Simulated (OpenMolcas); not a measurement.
## GaHClO: a line through the functionals

GaHClO: 4 atoms, total charge 0, spin state doublet. SMILES: `[O][GaH][Cl]`. The shape is that of a PBE0-D4/def2-TZVP optimisation.

The vertical energy of the quartet above the doublet y, in eV, basis def2-SVPD; a is the functional's share of exact exchange. Programs: OpenMolcas 26.06.

| functional | program | a | y (eV) |
| --- | --- | --- | --- |
| UTPSS | OpenMolcas | 0 | 5.50 |
| UBLYP | OpenMolcas | 0 | 5.44 |
| UB3LYP | OpenMolcas | 0.2 | 5.82 |
| UPBE0 | OpenMolcas | 0.25 | ? |
| UBHLYP | OpenMolcas | 0.5 | 6.13 |

Q: Fit y = c + s·a to the known rows and predict UPBE0.

A: 
1. Means of the 4 rows: a = 0.1750, y = 5.723.
2. Σ(Δa)² = 0.1675, Σ(Δa·Δy) = 0.22325, so the slope is 0.22325/0.1675 = 1.3328.
3. Intercept: 5.723 − (1.3328) × 0.1750 = 5.490. The largest residual of the fit is 0.063.
4. UPBE0: 5.490 + (1.3328) × 0.25 = 5.82 eV.

The run gave 5.81 eV, so the prediction is off by +0.01 eV, within the largest residual.

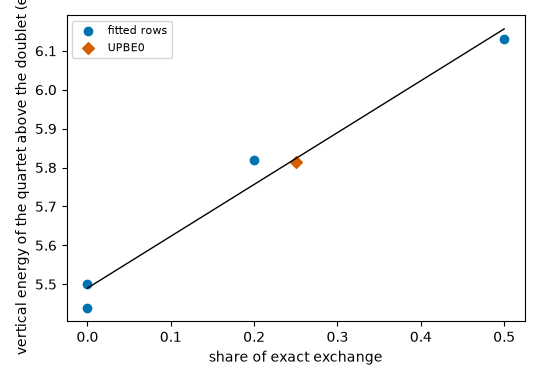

The fitted line, with the withheld row.
